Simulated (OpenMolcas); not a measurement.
# CCSD/6-31G(d) (Cartesian functions, cc shift 0.1) run of GaPH4 (SMILES [PH2][GaH2])

Aim: the energy of GaPH4. 

The calculation is run with OpenMolcas 26.06.

4 further runs of the same task are left out: 4 set aside as unsound or not needed.

## (1) The system as given

GaPH4: 6 atoms, total charge 0, spin state singlet. SMILES: `[PH2][GaH2]`. Geometry: a GFN2-xTB relaxation, a rough one for these elements and not checked as a minimum.

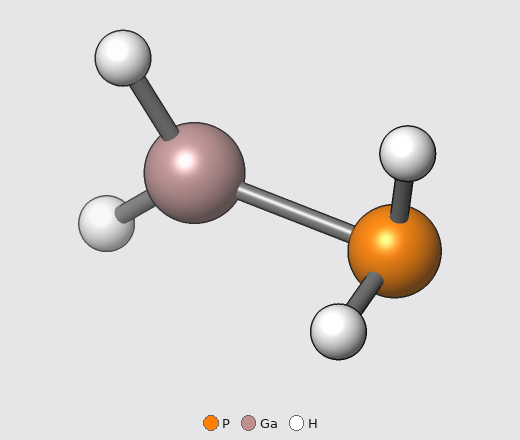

Viewed from a chosen angle; phosphorus orange, gallium pink, hydrogen white.

## (2) A single-point energy at CCSD/6-31G(d) (Cartesian functions, cc shift 0.1)

File geom.xyz:

```xyz
6

P     -0.669110    -1.333910     0.250930
Ga    -0.065680     0.909150     0.060020
H      0.593750    -1.624770     0.792310
H     -0.203860    -1.564710    -1.052890
H      0.702380     1.562830    -1.180390
H     -0.357480     2.051420     1.130020
```

File calc.input:

```
>>> EXPORT MOLCAS_PRINT=2

&GATEWAY
 Coord
 geom.xyz
 Basis
 6-31G*
 Group
 NoSym

&SEWARD

&SCF
 PrOrbitals
 1 2

&RASSCF
 FileOrb
 $Project.ScfOrb
 Spin
 1
 Nactel
 0 0 0
 Inactive
 25
 Ras2
 0
 OutOrbitals
 Canonical
 OrbListing
 Nothing

&MOTRA
 JobIph
 Frozen
 14

&CCSDT
 CCSD
 Iterations
 50
 Shift
 0.1 0.1
 Extrapolation
 5 4
```

The run is started by

```
$ export MOLCAS_MEM=1860
$ pymolcas calc.input > calc.log
```

What values should one expect? Wanted: total energy; dipole moment; HOMO energy; LUMO energy; HOMO–LUMO gap; correlation energy.

Computed results:

Level: CCSD/6-31G* (Cartesian functions, cc shift 0.1), 14 core orbitals frozen.

| quantity | value |
| --- | --- |
| total energy | -2266.35477 Eh |
| dipole moment (mean-field density) | 0.62 D |
| HOMO energy (Hartree–Fock orbitals) | -9.85 eV |
| LUMO energy (Hartree–Fock orbitals) | 0.88 eV |
| HOMO–LUMO gap (Hartree–Fock orbitals) | 10.74 eV |
| correlation energy (14 core orbitals frozen) | -363.8 mEh |
